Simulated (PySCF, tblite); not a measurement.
# C₅H₈OS₂Si: geometry, infrared bands and NMR shifts

Aim: predict the infrared bands and NMR shifts of C₅H₈OS₂Si (`CC#C[C@@H]1CS[Si@@H](O)S1`).

The runs use tblite 0.8.0 and PySCF 2.14.0, with density-fitted response routines of our own; the level of theory stands in each step. All values are computed, except where a source is named. Atoms count from 0, in the outputs and in this text.

## 1. The starting structure

17 atoms, charge 0, multiplicity 1; geometry from: force field or distance geometry start.

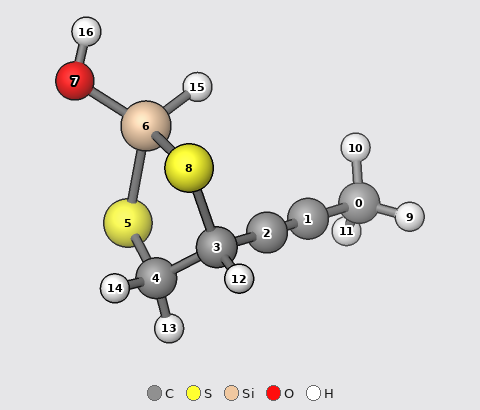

As it starts; carbon grey, sulfur yellow, silicon light orange, oxygen red, hydrogen white, atoms numbered.

## 2. Optimising the geometry with GFN2-xTB

Job settings and geometry (Å):

```
{"job": {"kind": "relax", "xc": "GFN2-xTB", "basis": "xTB"}, "charge": 0, "multiplicity": 1}
C      3.141900     0.464200    -0.262600
C      1.842700    -0.127100     0.151100
C      0.793200    -0.628700     0.502200
C     -0.486400    -1.194100     0.915800
C     -1.181900    -1.752800    -0.273700
S     -1.275900    -0.456700    -1.546300
Si    -1.650600     1.261100    -0.297200
O     -3.163900     1.969000    -0.549200
S     -1.547000     0.142400     1.573400
H      3.924700     0.201200     0.452400
H      2.993500     1.568900    -0.311100
H      3.399300     0.085300    -1.264500
H     -0.341800    -1.932000     1.736600
H     -0.601500    -2.610400    -0.712900
H     -2.191900    -2.156800    -0.030800
H     -0.558100     2.234900    -0.353000
H     -3.103200     2.943700    -0.323600
```

Started as:

```console
OMP_NUM_THREADS=1 python probes_run.py task.json out
```

This one command runs all jobs of the session in turn.

The program printed:

```text
step      E/eV     max force
  0    -737.32417    2.504
  1    -737.51126    2.317
  2    -737.48929    4.319
  3    -737.62133    0.855
  4    -737.65024    0.513
  5    -737.68283    0.613
  6    -737.69621    0.265
  7    -737.70870    0.303
  8    -737.71655    0.283
  9    -737.72421    0.235
 10    -737.73209    0.250
 11    -737.73874    0.222
 12    -737.74295    0.163
 13    -737.74552    0.135
 14    -737.74741    0.104
 15    -737.74904    0.097
 16    -737.75031    0.100
 17    -737.75140    0.093
 18    -737.75253    0.084
 19    -737.75366    0.078
 20    -737.75468    0.098
 21    -737.75568    0.094
 22    -737.75683    0.088
 23    -737.75811    0.084
 24    -737.75935    0.090
 25    -737.76052    0.093
 26    -737.76186    0.109
 27    -737.76353    0.111
 28    -737.76530    0.119
 29    -737.76695    0.100
 30    -737.76786    0.283
 31    -737.76902    0.222
 32    -737.77110    0.099
 33    -737.77330    0.162
 34    -737.77455    0.155
 35    -737.77558    0.147
 36    -737.77666    0.068
 37    -737.77697    0.312
 38    -737.77863    0.060
 39    -737.77943    0.060
 40    -737.78049    0.118
 41    -737.78098    0.063
 42    -737.78191    0.059
 43    -737.78282    0.053
 44    -737.78331    0.062
 45    -737.78362    0.047
 46    -737.78391    0.067
 47    -737.78407    0.086
 48    -737.78433    0.040
 49    -737.78458    0.054
 50    -737.78489    0.063
 51    -737.78516    0.053
 52    -737.78540    0.037
 53    -737.78560    0.034
 54    -737.78584    0.038
 55    -737.78609    0.035
 56    -737.78633    0.034
 57    -737.78658    0.040
 58    -737.78688    0.039
 59    -737.78696    0.167
 60    -737.78753    0.043
 61    -737.78786    0.032
 62    -737.78838    0.044
 63    -737.78857    0.047
 64    -737.78904    0.068
 65    -737.78937    0.057
 66    -737.78966    0.060
 67    -737.78988    0.051
 68    -737.79016    0.112
 69    -737.79064    0.066
 70    -737.79147    0.065
 71    -737.79245    0.127
 72    -737.79237    0.139
 73    -737.79290    0.045
 74    -737.79307    0.083
 75    -737.79341    0.108
 76    -737.79386    0.105
 77    -737.79443    0.095
 78    -737.79499    0.079
 79    -737.79561    0.125
 80    -737.79596    0.166
 81    -737.79679    0.236
 82    -737.79771    0.114
 83    -737.79852    0.102
 84    -737.79955    0.128
 85    -737.80034    0.164
 86    -737.80213    0.197
 87    -737.80414    0.122
 88    -737.80501    0.382
 89    -737.80630    0.148
 90    -737.80737    0.097
 91    -737.80807    0.164
 92    -737.80894    0.211
 93    -737.80982    0.196
 94    -737.81115    0.160
 95    -737.81258    0.097
 96    -737.81360    0.084
 97    -737.81391    0.165
 98    -737.81454    0.077
 99    -737.81517    0.061
100    -737.81654    0.045
101    -737.81704    0.051
102    -737.81747    0.058
103    -737.81792    0.070
104    -737.81858    0.065
105    -737.81919    0.116
106    -737.81944    0.268
107    -737.82003    0.061
108    -737.82035    0.114
109    -737.82071    0.118
110    -737.82112    0.062
111    -737.82164    0.049
112    -737.82197    0.072
113    -737.82234    0.045
114    -737.82266    0.075
115    -737.82296    0.057
116    -737.82327    0.058
117    -737.82347    0.043
118    -737.82366    0.044
119    -737.82385    0.033
120    -737.82414    0.040
121    -737.82446    0.038
122    -737.82475    0.038
123    -737.82498    0.041
124    -737.82522    0.042
125    -737.82559    0.048
126    -737.82615    0.061
127    -737.82681    0.064
128    -737.82740    0.053
129    -737.82784    0.041
130    -737.82816    0.045
131    -737.82844    0.047
132    -737.82867    0.037
133    -737.82882    0.035
134    -737.82892    0.035
135    -737.82899    0.034
136    -737.82904    0.031
137    -737.82907    0.030
138    -737.82911    0.020
139    -737.82917    0.025
140    -737.82925    0.028
141    -737.82934    0.027
142    -737.82943    0.024
143    -737.82953    0.026
144    -737.82964    0.028
145    -737.82972    0.031
146    -737.82977    0.025
147    -737.82980    0.022
148    -737.82983    0.014
149    -737.82985    0.014
150    -737.82987    0.009
```

Wall time 1.5 s (1 thread of Arm Neoverse V1, shared host); peak memory 0.18 GiB.

The steps of the relaxation: (not every step is listed) (the energy doesn't fall at every step)

```
step  energy from step 0 (eV)  largest force (eV/Å)
   0                   0.0000                2.5036
   1                  -0.1871                2.3170
   2                  -0.1651                4.3192
   3                  -0.2972                0.8551
   4                  -0.3261                0.5133
   5                  -0.3587                0.6127
   6                  -0.3720                0.2651
   7                  -0.3845                0.3035
   8                  -0.3924                0.2826
  21                  -0.4315                0.0937
  34                  -0.4504                0.1555
  47                  -0.4599                0.0856
  60                  -0.4634                0.0426
  73                  -0.4687                0.0451
  86                  -0.4780                0.1970
  99                  -0.4910                0.0609
 112                  -0.4978                0.0718
 125                  -0.5014                0.0476
 138                  -0.5049                0.0198
 145                  -0.5055                0.0311
 146                  -0.5056                0.0246
 147                  -0.5056                0.0219
 148                  -0.5057                0.0136
 149                  -0.5057                0.0144
 150                  -0.5057                0.0095
```

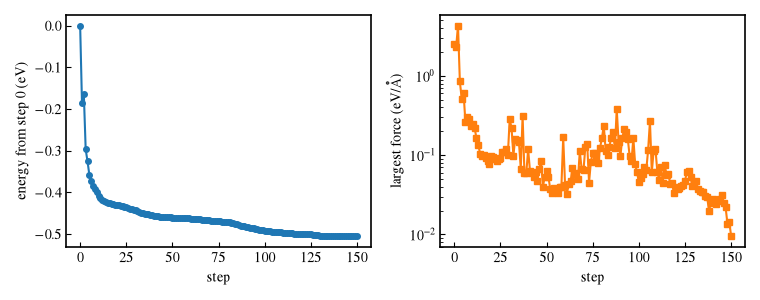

Energy and force, step by step.

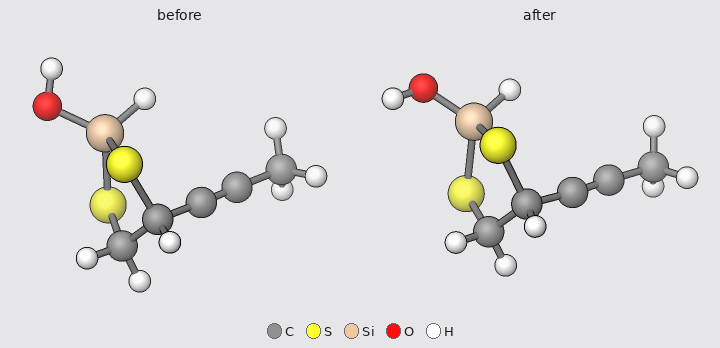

Before and after, at one scale.

Close pairs (by a distance rule), those that changed most:

```
  bond  before (Å)  after (Å)  change (Å)
Si6–O7       1.690      1.613      -0.077
O7–H16       1.002      0.956      -0.047
 C0–C1       1.486      1.444      -0.042
Si6–S8       2.182      2.140      -0.042
 C3–C4       1.487      1.522      +0.035
C4–H13       1.125      1.090      -0.035
C0–H10       1.116      1.090      -0.026
C4–H14       1.115      1.091      -0.024
```

The final coordinates are the input of the step that follows.

## 3. Vibrational analysis with GFN2-xTB

Job settings and geometry (Å):

```
{"job": {"kind": "ir", "xc": "GFN2-xTB", "basis": "xTB"}, "charge": 0, "multiplicity": 1}
C      3.247685     0.311016    -0.229392
C      1.943862    -0.155482     0.179320
C      0.877972    -0.582075     0.527147
C     -0.450541    -0.999299     0.900472
C     -1.220410    -1.593323    -0.270730
S     -1.531072    -0.376579    -1.601862
Si    -1.612979     1.359246    -0.338300
O     -2.964317     2.230596    -0.461747
S     -1.392707     0.438154     1.581215
H      4.010004    -0.056420     0.456766
H      3.266015     1.400443    -0.229474
H      3.470559    -0.047908    -1.233697
H     -0.409070    -1.726302     1.717723
H     -0.652009    -2.405678    -0.723719
H     -2.187621    -1.970556     0.063978
H     -0.566972     2.302900    -0.653359
H     -3.835395     1.883297    -0.277567
```

The program printed:

```text
mode    cm-1     km/mol
  1     -28.5      0.03
  2      44.3      1.25
  3      61.5      1.54
  4     103.0      4.00
  5     153.2      7.72
  6     184.3      2.29
  7     214.6     22.75
  8     254.9    118.51
  9     257.5     18.81
 10     265.3      1.25
 11     279.2      2.37
 12     333.0      0.36
 13     423.5      2.89
 14     479.4     28.34
 15     517.4     47.63
 16     556.9      1.09
 17     594.1    216.71
 18     640.8      7.35
 19     659.6     13.57
 20     722.9      5.38
 21     776.7     23.13
 22     785.6    393.20
 23     911.4     11.43
 24     937.0    230.96
 25    1010.2      5.30
 26    1023.1      6.94
 27    1025.4      4.15
 28    1103.2      3.80
 29    1146.1     14.12
 30    1187.4      8.64
 31    1225.2      8.04
 32    1286.0      4.75
 33    1388.5      4.92
 34    1438.6      2.22
 35    1450.0      5.48
 36    1450.8      7.43
 37    2401.4     37.30
 38    2419.8    160.50
 39    2928.7      8.77
 40    2976.2     14.87
 41    2995.6      6.00
 42    3006.9     16.27
 43    3007.7     16.49
 44    3014.0     21.87
 45    3626.5     54.91
```

Wall time 0.86 s (1 thread of Arm Neoverse V1, shared host); peak memory 0.18 GiB.

Which atoms move in the most intense modes:

```
cm⁻¹  km/mol                       atoms
 255   118.5           H16 61 %, O7 31 %
 517    47.6  Si6 39 %, S8 19 %, C4 11 %
 594   216.7          H15 65 %, Si6 14 %
 786   393.2           H16 72 %, O7 12 %
 937   231.0           O7 54 %, Si6 41 %
2401    37.3            C1 50 %, C2 48 %
2420   160.5                    H15 97 %
3626    54.9                    H16 94 %
```

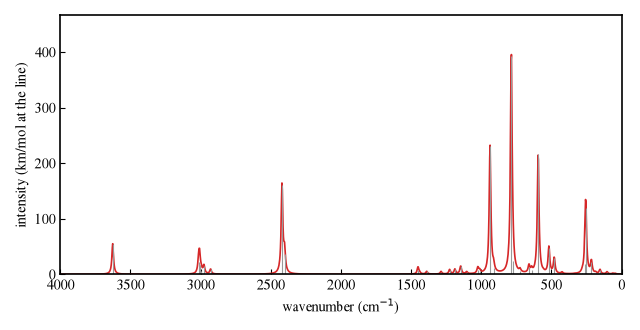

The infrared spectrum from these modes, unscaled. Lines are broadened to a width of 14 cm⁻¹ (Lorentzian).

## 4. Nuclear shieldings: PBE0/pcSseg-1

The job, as its differences from that of step 3:

```diff
@@ -1,2 +1,2 @@
-{"job": {"kind": "ir", "xc": "GFN2-xTB", "basis": "xTB"}, "charge": 0, "multiplicity": 1}
+{"job": {"kind": "nmr", "xc": "PBE0", "basis": "pcSseg-1"}, "charge": 0, "multiplicity": 1}
 C      3.247685     0.311016    -0.229392
```

Level: GIAO PBE0/pcSseg-1 NMR shielding, non-relativistic, gas phase.

The program printed:

```text
coarse grid: 16352 points
cycle   1  E = -1355.5110553144  dE =  1.372e+00  |g| = 7.693e-01  |ddm| = 4.421e+00
cycle   2  E = -1355.3893151972  dE =  1.217e-01  |g| = 1.123e+00  |ddm| = 1.758e+00
cycle   3  E = -1355.6234789371  dE = -2.342e-01  |g| = 1.446e-01  |ddm| = 1.104e+00
cycle   4  E = -1355.6273534884  dE = -3.875e-03  |g| = 6.898e-02  |ddm| = 2.156e-01
cycle   5  E = -1355.6282107172  dE = -8.572e-04  |g| = 3.553e-02  |ddm| = 8.437e-02
cycle   6  E = -1355.6285098676  dE = -2.992e-04  |g| = 4.806e-03  |ddm| = 3.278e-02
cycle   7  E = -1355.6285149711  dE = -5.103e-06  |g| = 1.364e-03  |ddm| = 6.801e-03
final grid: 145648 points
cycle   8  E = -1355.6970852592  dE = -3.095e-05  |g| = 9.788e-03  |ddm| = 4.644e-02
cycle   9  E = -1355.6970666798  dE =  1.858e-05  |g| = 1.325e-02  |ddm| = 2.413e-02
cycle  10  E = -1355.6971064716  dE = -3.979e-05  |g| = 1.525e-03  |ddm| = 1.540e-02
cycle  11  E = -1355.6971069901  dE = -5.185e-07  |g| = 4.958e-04  |ddm| = 2.062e-03
cycle  12  E = -1355.6971070440  dE = -5.385e-08  |g| = 1.793e-04  |ddm| = 4.851e-04
cycle  13  E = -1355.6971070512  dE = -7.244e-09  |g| = 3.418e-05  |ddm| = 1.786e-04
cycle  14  E = -1355.6971070515  dE = -2.719e-10  |g| = 1.358e-05  |ddm| = 6.719e-05
converged SCF energy = -1355.6971070515

GIAO shielding tensors (ppm)
atom      isotropic    diamagn.    paramagn.     s11        s22        s33       span
  0 C      182.160     253.825     -71.666    174.366    175.192    196.921     22.555
  1 C       93.899     268.968    -175.069     10.821     30.591    240.284    229.462
  2 C      102.364     265.527    -163.162      3.146     23.741    280.206    277.060
  3 C      140.958     251.001    -110.044    112.836    153.493    156.544     43.708
  4 C      140.319     250.205    -109.886    112.507    142.978    165.472     52.964
  5 S      608.801    1058.378    -449.577    487.585    596.311    742.507    254.921
  6 Si     329.113     877.077    -547.964    293.711    331.171    362.457     68.746
  7 O      285.869     383.377     -97.508    266.315    281.764    309.526     43.211
  8 S      507.069    1058.776    -551.707    322.887    467.058    731.263    408.376
  9 H       29.753      26.902       2.850     24.298     27.633     37.327     13.029
 10 H       29.682      30.520      -0.838     24.280     28.593     36.174     11.894
 11 H       29.727      29.640       0.087     24.246     28.264     36.671     12.425
 12 H       27.659      30.740      -3.081     23.415     24.465     35.098     11.683
 13 H       28.658      30.817      -2.159     23.187     26.550     36.236     13.049
 14 H       28.493      31.153      -2.660     22.867     26.746     35.866     12.999
 15 H       25.783      29.717      -3.934     21.325     24.405     31.619     10.295
 16 H       29.702      29.667       0.036     21.623     24.931     42.553     20.930
```

Run time: 83 s. Hardware: 1 thread of Arm Neoverse V1, shared host; peak memory 0.87 GiB.

The references, computed at this level on geometries of the same kind, shield at (ppm): ¹H TMS 31.72, ¹³C TMS 186.9, ²⁹Si TMS 349.2, ¹⁷O H2O 336.1, ³³S CS2 504. Their shielding less the atom's gives the shift. The references are single molecules in the gas phase, so shifts against H2O, NH3, PH3, H3PO4 or CFCl3 are not on the usual liquid scales and can be off by tens of ppm. Atoms listed in one row are averaged.

```
       atoms                                                   environment  σ (ppm)  δ (ppm)  δ scaled to CDCl3
          C1                                                 alkyne carbon     93.9     93.0               88.9
          C2                                                 alkyne carbon    102.4     84.6               80.6
          C4                                           sp3 CH2 bonded to S    140.3     46.6               39.2
          C3                                propargylic sp3 CH bonded to S    141.0     46.0               38.5
          C0                                     propargylic methyl carbon    182.2      4.8                2.7
         H15  hydrogen on a silicon bonded to O, 2 S, in a 5-membered ring    25.78     5.93                  –
         H12                  hydrogen on a propargylic sp3 CH bonded to S    27.66     4.06               3.93
         H14                            hydrogen on an sp3 CH2 bonded to S    28.49     3.22               3.14
         H13                            hydrogen on an sp3 CH2 bonded to S    28.66     3.06               2.99
         H16                            hydrogen on an oxygen bonded to Si    29.70     2.01                  –
H9, H10, H11                       hydrogen on a propargylic methyl carbon    29.72     2.00               1.99
          S8                  sulfur bonded to C, Si, in a 5-membered ring      507       -3                  –
          S5                  sulfur bonded to C, Si, in a 5-membered ring      609     -105                  –
         Si6             silicon bonded to O, 2 S, H, in a 5-membered ring    329.1     20.0                  –
          O7                                        oxygen bonded to Si, H    285.9     50.2                  –
```

The scaled column applies a straight-line fit of computed shieldings to shifts measured in CDCl3, with any fitted terms for Cl, Br or S neighbours (root-mean-square error 0.16 ppm for H, 1.9 ppm for C).

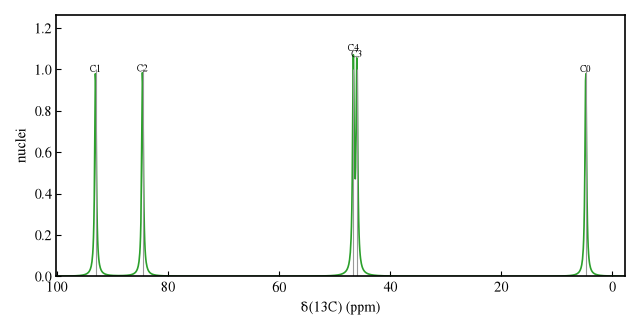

¹³C lines at the computed shifts, without couplings. Lines are broadened to a width of 0.35 ppm (Lorentzian).

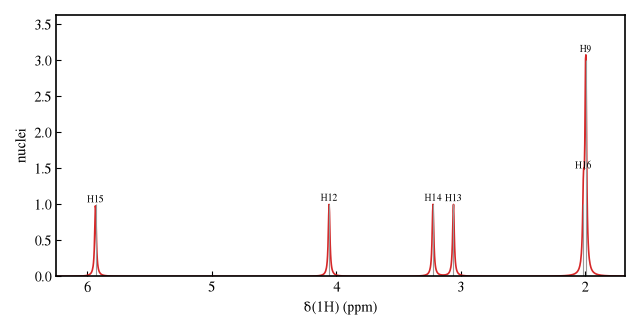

¹H lines at the computed shifts, without couplings. Lines are broadened to a width of 0.02 ppm (Lorentzian).

The run also stored atomic charges by several schemes (e):

```
atoms  Mulliken    IAO  Hirshfeld  ESP fit
   C0     -0.19  -0.44      -0.09    -0.57
   C1     -0.32  -0.02      -0.04     0.17
   C2      0.15  -0.10      -0.08    -0.25
   C3     -0.45  -0.18      -0.01    -0.17
   C4     -0.21  -0.33      -0.07    -0.45
   S5     -0.28  -0.21      -0.11    -0.25
  Si6      0.86   0.98       0.35     0.73
   O7     -0.52  -0.78      -0.30    -0.62
   S8     -0.21  -0.20      -0.10    -0.25
```

Hirshfeld charges:

C0 -0.09; C1 -0.04; C2 -0.08; C3 -0.01; C4 -0.07; S5 -0.11; Si6 0.35; O7 -0.30; S8 -0.10; H9 0.06; H10 0.06; H11 0.06; H12 0.06; H13 0.05; H14 0.04; H15 -0.07; H16 0.18

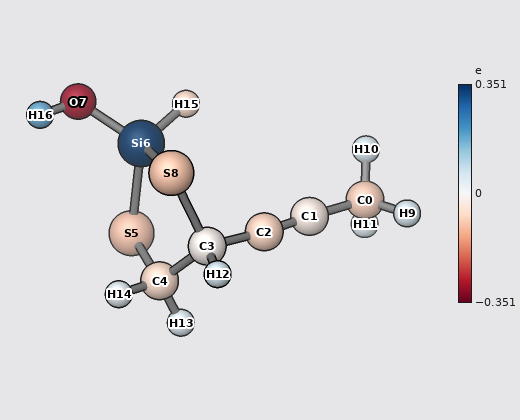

Hirshfeld charges, as colours on the atoms.

Mayer bond orders: C0–C1 1.23, C1–C2 2.61, C2–C3 0.96, C3–C4 0.99, C4–S5 0.99, S5–Si6 0.94, Si6–O7 1.09, Si6–S8 0.93, S8–C3 1.01.

Ring of atoms C3, C4, S5, Si6, S8: NICS(0) -8.6, NICS(1) -4.7, NICS(1)zz -4.8 ppm (means of both faces).

The two faces differ (NICS(1)zz -2.2 and -7.4 ppm).

## 5. What came out

```
                                                              quantity                                   value
                             strongest single infrared mode (GFN2-xTB)                    786 cm⁻¹, 393 km/mol
                                          zero-point energy (GFN2-xTB)                           73.3 kcal/mol
                                ¹³C shifts against TMS (PBE0/pcSseg-1)         93.0, 84.6, 46.6, 46.0, 4.8 ppm
¹H shifts against TMS (PBE0/pcSseg-1, means over atoms taken as alike)  5.93, 4.06, 3.22, 3.06, 2.01, 2.00 ppm
                                ³³S shifts against CS2 (PBE0/pcSseg-1)                            -3, -105 ppm
                               ²⁹Si shifts against TMS (PBE0/pcSseg-1)                                20.0 ppm
                                ¹⁷O shifts against H2O (PBE0/pcSseg-1)                                50.2 ppm
```

**Reading.** The optimisation took 150 steps and gained 0.506 eV; among the close pairs (by a distance rule), Si6–O7 changed most, from 1.690 to 1.613 Å. The lowest mode is imaginary (28i cm⁻¹), so the xTB geometry is not a minimum. The strongest single mode, at 786 cm⁻¹, moves mainly H16. GFN2-xTB is a fitted tight-binding method: band positions and strengths are rough. Its intensities can rank the bands wrongly. At PBE0/pcSseg-1: The widest tensor belongs to S8: span 408 ppm, with a paramagnetic part of -552 ppm.
